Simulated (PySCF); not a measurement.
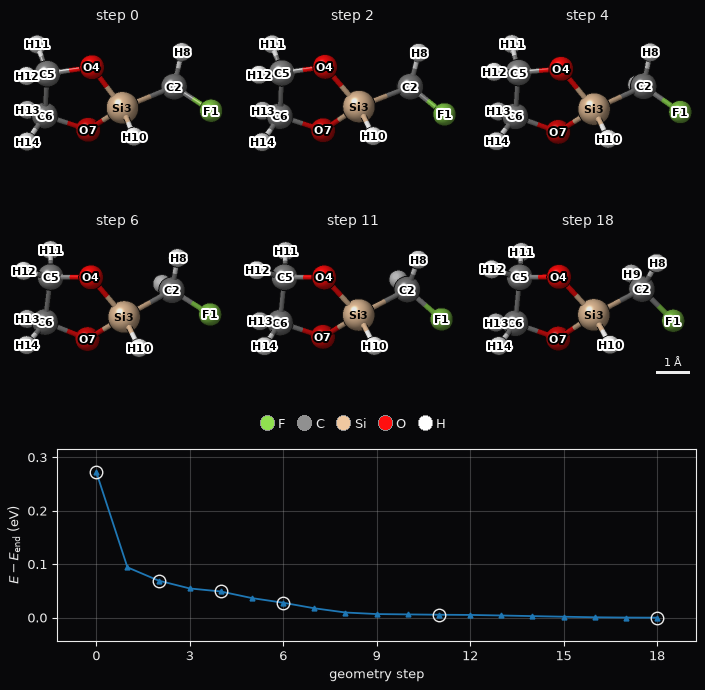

Frames of a relaxation of C3H7FO2Si, marked on the history of the run. Style: ball-and-stick. Shown at a tilt.

The start comes from GFN2-xTB. Its atoms were then displaced at random by about 0.01 Å.

Computed with PBE0-D3(BJ)/def2-SVP geometry optimisation, gas phase (PySCF 2.14.0, density-fitted response routines). 

**What happens along the run?**

The energy falls by 0.272 eV in 18 geometry steps. The largest move after the best rigid fit is that of H9, 0.77 Å. By element the largest moves are H 0.77 Å, F 0.69 Å, O 0.25 Å, C 0.17 Å, Si 0.12 Å. Near-neighbour distances that change, for instance: Si3–O7 1.611 → 1.675 Å, Si3–O4 1.621 → 1.677 Å, F1–C2 1.413 → 1.381 Å, C2–H9 1.075 → 1.104 Å. Bond angles that change, for instance: F1–C2–H8 105.2° → 109.2°, Si3–C2–H8 113.5° → 110.0°, Si3–C2–H9 113.7° → 111.0°. Groups turn about C2–Si3 by about 30°. From step 0 to 2: F1 moves most (0.15 Å), energy −0.203 eV. From step 2 to 4: H11 moves most (0.16 Å), energy −0.020 eV. From step 4 to 6: H11 moves most (0.30 Å), energy −0.021 eV. From step 6 to 11: F and H atoms move most (0.19 Å), energy −0.022 eV. From step 11 to 18: F1 moves most (0.23 Å), energy −0.006 eV.

```csv
step,"E − E(0), eV"
0,0.0000
1,-0.1783
2,-0.2031
3,-0.2178
4,-0.2235
5,-0.2359
6,-0.2445
7,-0.2549
8,-0.2628
9,-0.2657
10,-0.2663
11,-0.2670
12,-0.2673
13,-0.2684
14,-0.2695
15,-0.2707
16,-0.2717
17,-0.2722
18,-0.2725
```
